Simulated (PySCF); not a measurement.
**C₆H₅NO₂: density, localisation and related maps**

```xyz
14

C     2.6990    0.6173   -0.3661
N     1.8661   -0.2701    0.0230
C     0.4842   -0.2950   -0.0539
C    -0.1531   -1.3722   -0.5774
O    -1.4945   -1.5755   -0.5091
C    -2.2713   -0.5731   -0.0226
C    -1.7356    0.5400    0.5663
C    -0.2699    0.7471    0.6350
O     0.2143    1.7804    1.0503
H     3.6730    0.5162   -0.0352
H     2.4508    1.5634   -0.8066
H     0.2947   -2.1737   -1.1634
H    -3.3681   -0.8815   -0.0526
H    -2.4280    1.3066    0.9744
```

Geometry: GFN2-xTB, MD frame at 250 fs, 200 K.

The calculation used PBE0/pcSseg-1, SCF density, gas phase, non-relativistic (PySCF 2.14.0).

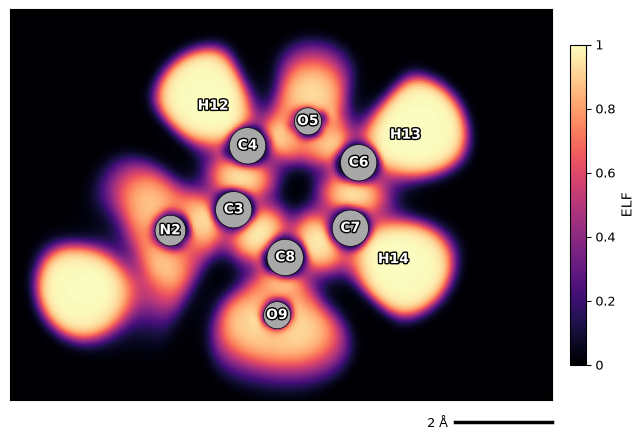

Figure 1. ELF on the plane of atoms C6, C7 and C8. Grey discs cover the atomic cores.

Q: What do the fields say about this system?

A: The plane passes through N, C, O and H nuclei. C–O (1.21 Å): the ELF peaks at about 0.85 between the atoms: a short, multiple covalent bond. C–C (1.36 Å): the ELF peaks at about 0.95 between the atoms: a covalent bond. C–O (1.36 Å): the ELF peaks at about 0.90 between the atoms: a polar covalent bond. C–N (1.38 Å): the ELF peaks at about 0.95 between the atoms: localised, covalent bonding. C–C (1.46 Å): the ELF peaks at about 0.95 between the atoms (localised, covalent bonding). The ELF also peaks beside O9, N2 and O5, away from the bonds: lone-pair regions.

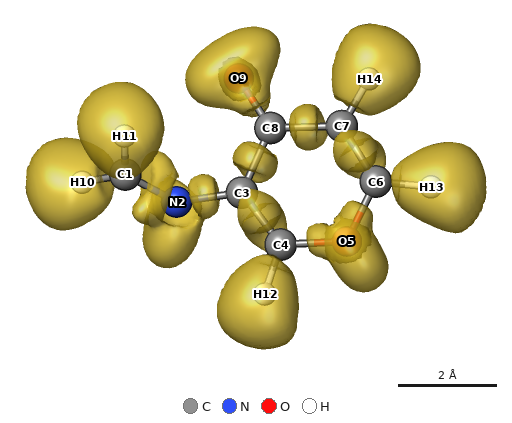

Figure 2. Isosurface of the ELF at 0.75 (yellow), seen across its widest extent. Core shells and regions of very low density are left out.

Q: Where are the electrons localised?

A: The ELF exceeds this value in four regions between bonded C–C atoms (shared pairs), five regions around hydrogen nuclei, one region on N in which the atom's valence shell and bonds are merged and two regions on O in which the atom's valence shell and bonds are merged. Along the contacts the grid gives the following. C–N (1.28 Å): the ELF peaks at about 0.90 between the atoms, as expected for a covalent bond.

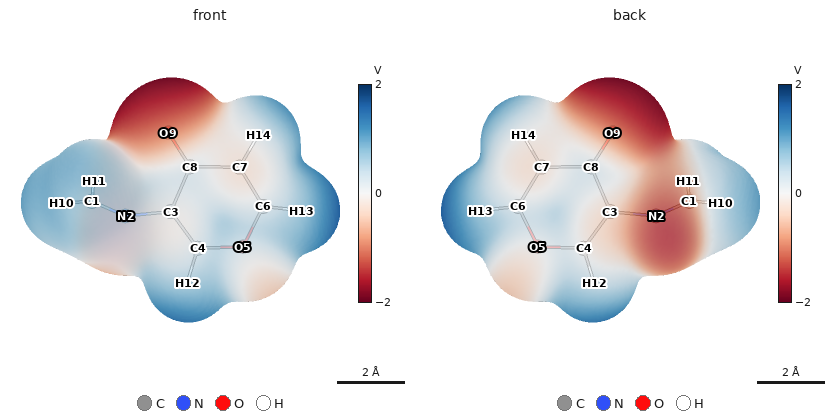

Figure 3. The electrostatic potential painted on the density surface at 0.002 e/bohr³, seen from the front and from behind; red is negative and blue positive.

Q: Where is the surface potential most negative and most positive?

A: The most negative region (about −1.9 V) lies over O9, the most positive (about +1.6 V) over H13. O9 is the likeliest acceptor of a hydrogen bond.
